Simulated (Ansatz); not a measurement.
Zinc-blende HgS (metastable phase), treated with PBE-D4 (Ansatz, a quantum-chemistry and plane-wave program, plane waves, PAW).

Run with plane-wave cutoff 520 eV, 10×10×10 k mesh, Fermi–Dirac smearing 0.01 eV, scalar-relativistic PAW data made under PBE.

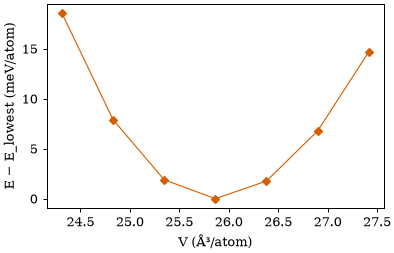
Figure. Total energy against volume

Q: From the curve, estimate the equilibrium volume and the bulk modulus.

A: V0 ≈ 25.9 Å³/atom and B0 ≈ 57 GPa; the fit gives V0 = 25.863 Å³/atom, B0 = 56.7 GPa, B′ = 4.9.

Measured, for comparison: equilibrium volume per atom 24.91 Å³/atom (295 K, no zero-point or thermal correction; as tabulated in Cardona et al. (2009), arXiv:0908.2634). Computed (rounded) less measured: equilibrium volume per atom +3.8 %.

Spin–orbit coupling is not included; it can open a gap where bands touch, and shift volumes and moduli.

Cost on a shared machine: about 50 core-seconds (a rough figure).
